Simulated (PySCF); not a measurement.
**C9H8, SMILES `C#CCC1=CC=CC1=C`: what the electrons do**

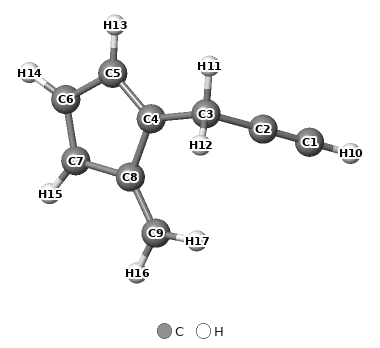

The molecule, with its atoms numbered as below. No frequency check shows the geometry to be a minimum.

Coordinates in Å:

```
C1      -3.0236    0.1240   -0.8894
C2      -2.2219   -0.3091   -0.1141
C3      -1.2273   -0.8213    0.8119
C4       0.1568   -0.5296    0.3251
C5       1.1112   -1.4061   -0.0384
C6       2.3050   -0.6772   -0.4417
C7       2.0752    0.6407   -0.3250
C8       0.7072    0.8255    0.1581
C9       0.0894    1.9845    0.3890
H10     -3.7349    0.4960   -1.5644
H11     -1.3592   -1.9019    0.9158
H12     -1.3867   -0.3565    1.7917
H13      1.0358   -2.4792   -0.0385
H14      3.2101   -1.1525   -0.7753
H15      2.7456    1.4506   -0.5424
H16      0.5884    2.9262    0.2290
H17     -0.9313    2.0290    0.7309
```

Part 1: Bonding charge

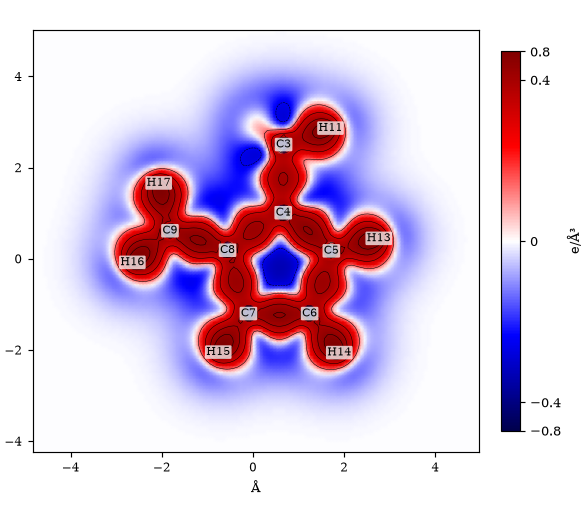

Deformation density (molecule less spherical, spin-averaged free atoms) in a plane through 13 of the atoms; colour scale in e/Å³, logarithmic beyond ±0.1; red: gain, blue: loss.

PySCF calculation, BP86/cc-pVDZ, gas phase; geometry: GFN2-xTB. This is a single-reference result, which may miss multireference character in this system.

How much density has each bond in this plane gained at its critical point, relative to the free atoms?

Answer. The five largest and four smallest: C9–H17: +0.69 e/Å³ at the bond critical point (bond length 1.08 Å, Mayer order 0.9). C9–H16: +0.68 e/Å³ at the bond critical point (bond length 1.08 Å, Mayer order 0.9). C6–H14: +0.68 e/Å³ at the bond critical point (bond length 1.07 Å, Mayer order 1.0). C5–H13: +0.67 e/Å³ at the bond critical point (bond length 1.08 Å, Mayer order 1.0). C7–H15: +0.67 e/Å³ at the bond critical point (bond length 1.07 Å, Mayer order 1.0). C7–C8: +0.48 e/Å³ at the bond critical point (bond length 1.46 Å, Mayer order 1.1). C5–C6: +0.48 e/Å³ at the bond critical point (bond length 1.46 Å, Mayer order 1.1). C4–C8: +0.48 e/Å³ at the bond critical point (bond length 1.47 Å, Mayer order 1.1). C3–C4: +0.43 e/Å³ at the bond critical point (bond length 1.50 Å, Mayer order 1.1). In all, 3.7 electrons gather in the regions of gain relative to the promolecule.

Where do the Hirshfeld charges lie?

Answer. The highest Hirshfeld charge is on H10 (+0.08 e), the lowest on C1 (−0.13 e).

Part 2: Bond critical points

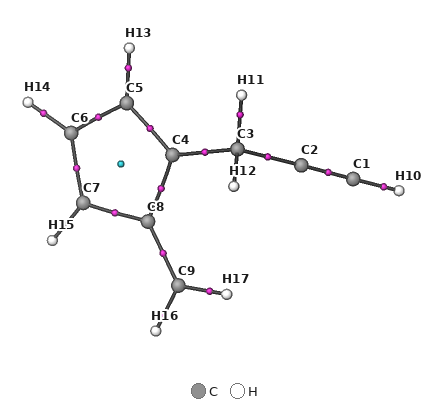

Molecular graph of the electron density (QTAIM): bond paths, bond critical points (magenta), ring points (cyan, if any); weak paths are dashed.

How many critical points of each kind are there, and does the count close?

Answer. 17 nuclei, 17 bond, 1 ring and 0 cage critical points: 17 − 17 + 1 − 0 = 1, as the Poincaré–Hopf relation requires.

Tabulate density, Laplacian, ellipticity and energy density at the bond critical points (atomic units).

Answer.
```
  bond  length (Å)  ρ (a.u.)  ∇²ρ (a.u.)     ε  H (a.u.)
 C1–C2       1.196     0.398       −1.04  0.00    −0.546
 C8–C9       1.334     0.337       −0.87  0.26    −0.348
 C6–C7       1.343     0.331       −0.82  0.31    −0.336
 C4–C5       1.346     0.330       −0.81  0.32    −0.333
C1–H10       1.049     0.289       −1.17  0.00    −0.332
C9–H17       1.077     0.282       −1.07  0.01    −0.308
C6–H14       1.075     0.281       −1.06  0.01    −0.306
C9–H16       1.078     0.281       −1.06  0.01    −0.305
C7–H15       1.074     0.281       −1.05  0.02    −0.305
C5–H13       1.076     0.281       −1.05  0.02    −0.304
C3–H11       1.094     0.272       −0.97  0.01    −0.287
 C5–C6       1.456     0.271       −0.60  0.10    −0.228
C3–H12       1.096     0.270       −0.95  0.01    −0.283
 C7–C8       1.462     0.270       −0.59  0.09    −0.225
 C4–C8       1.472     0.266       −0.57  0.09    −0.219
 C2–C3       1.452     0.265       −0.59  0.01    −0.225
 C3–C4       1.496     0.251       −0.54  0.03    −0.199
```

What kind of interaction is C1–C2?

Answer. Shared-shell (covalent): ρ = 0.398, ∇²ρ = −1.04, H = −0.546 a.u.

Part 3: Local ionisation energy

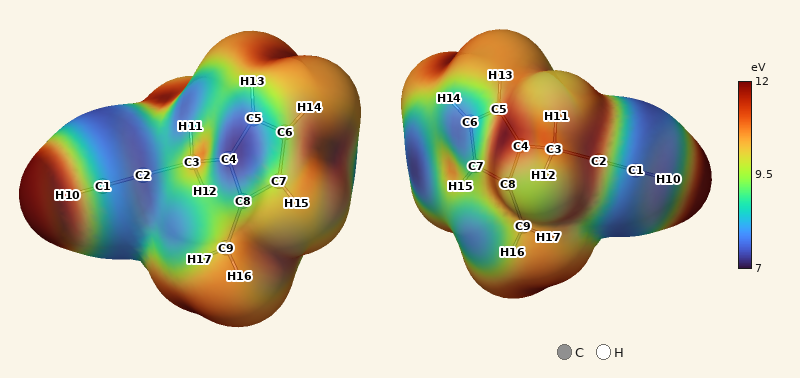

Average local ionisation energy on the surface of electron density 0.001 a.u. (back view left, front view right).

Locate the minima of the map.

Answer. The lowest value is 7.4 eV, off the C6–C7 bond (2.1 to 2.2 Å from its atoms). For comparison, the highest occupied orbital lies at −5.2 eV.

What volume does the surface enclose, and what is the dipole moment?

Answer. About 170 Å³; the dipole moment is 0.6 D.

Part 4: Excited states

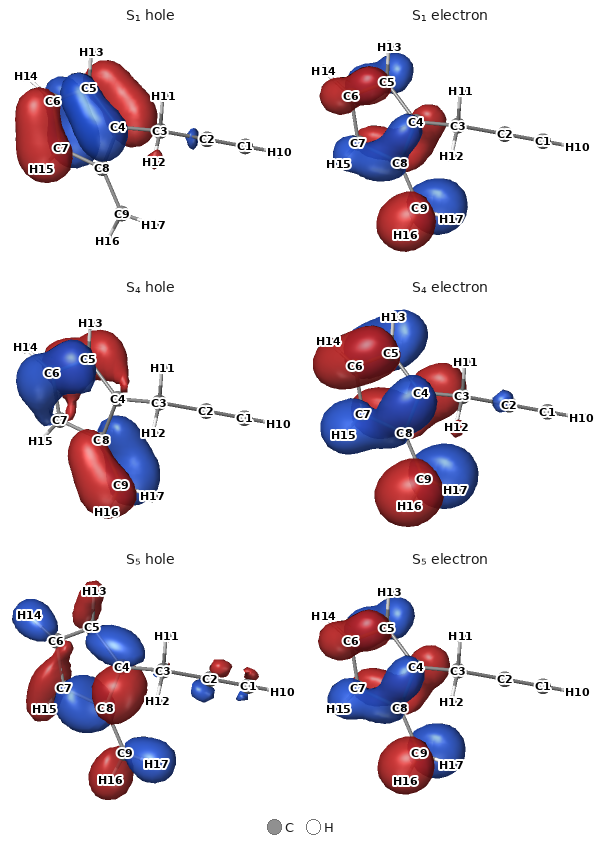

Leading natural transition orbitals (TDA singlet states).

Level of theory: PBE0/def2-SVP (PySCF), at a geometry from GFN2-xTB. Without diffuse functions Rydberg states are missing, so the states' numbers hold for this basis only.

Describe these excited states.

Answer. By state:
- S₁: 3.45 eV (359 nm), f = 0.029; the leading pair carries 99 %; hole on C7 (26 %), C4 (24 %) and C5 and C6 (16 % each), electron on C9 (32 %), C8 (16 %) and C5 and C6 (10 % each); their centroids lie 1.1 Å apart.
- S₄: 5.84 eV (212 nm), f = 0.331 (bright); the leading pair carries 78 %; hole on C9 (21 %), C5 and C6 (18 % each) and C8 (14 %), electron on C9 (18 %), C5 and C6 (15 % each) and C4 and C7 (13 % each) (shares are of the whole state, not of the leading pair alone); their centroids lie 0.2 Å apart.
- S₅: 6.21 eV (200 nm), f = 0.002; the leading pair carries 99 %; hole on C8 (19 %), C4 and C7 (15 % each) and C9 (10 %), electron on C9 (28 %), C5, C6, C7 and C8 (12 % each) and C4 (11 %); their centroids lie 0.2 Å apart.

Part 5: Localised orbitals

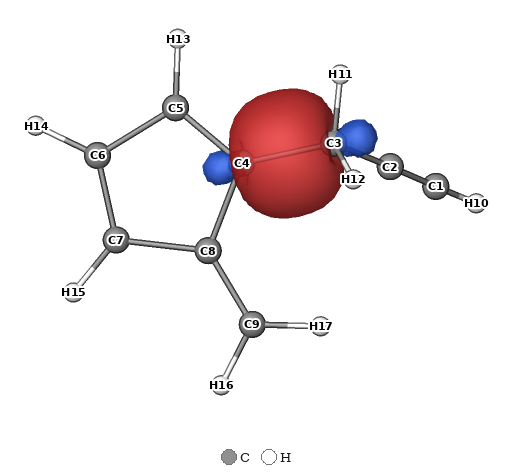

Intrinsic bond orbitals (IBO), occupied; each surface holds about 85 % of the orbital's density. Energies are diagonal elements of the Fock matrix.

PySCF calculation, ωB97X/def2-SVP, gas phase; geometry: GFN2-xTB.

What does this orbital represent?

Answer. σ bond C3–C4 (C3 50 %, C4 49 %; −18.3 eV).
